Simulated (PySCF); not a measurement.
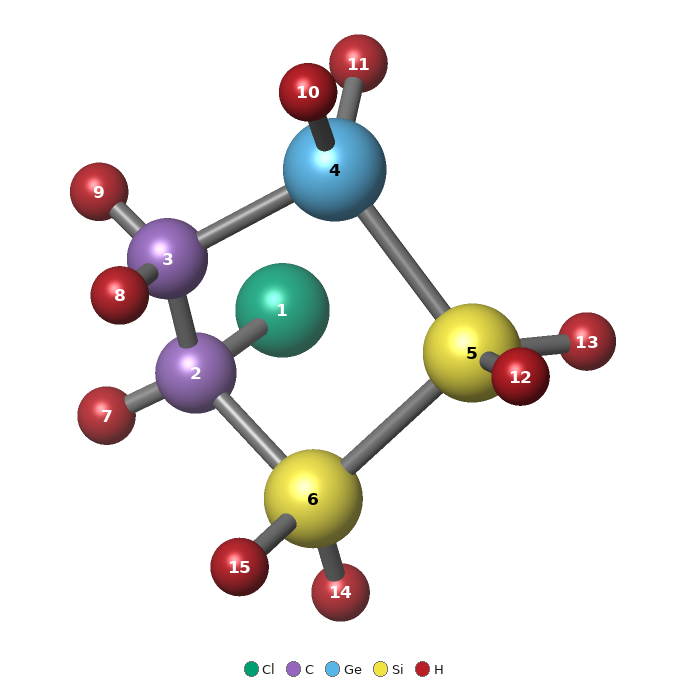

Atoms carry their numbers in the input. Computed geometry: GFN2-xTB optimisation. No frequency run is at hand to confirm it as a minimum.

Describe the coordination of atom 4.

Answer. Ge4 has 4 neighbours (C3 at 2.00, Si5 at 2.36, H10 at 1.52, H11 at 1.51 Å); the arrangement is tetrahedral.

How are the neighbours of atom 2 arranged?

Answer. C2 has 4 neighbours (Cl1 at 1.80, C3 at 1.51, Si6 at 1.93, H7 at 1.09 Å); the arrangement is tetrahedral.

Describe the coordination of atom 6.

Answer. Si6 has 4 neighbours (C2 at 1.93, Si5 at 2.33, H14 at 1.46, H15 at 1.47 Å); the arrangement is tetrahedral.

What is the geometry at C3?

Answer. C3 has 4 neighbours (C2 at 1.51, Ge4 at 2.00, H8 at 1.09, H9 at 1.09 Å); the arrangement is tetrahedral.

What is the dihedral angle Cl1–C2–C3–Ge4?

Answer. 56° in size, that is gauche.
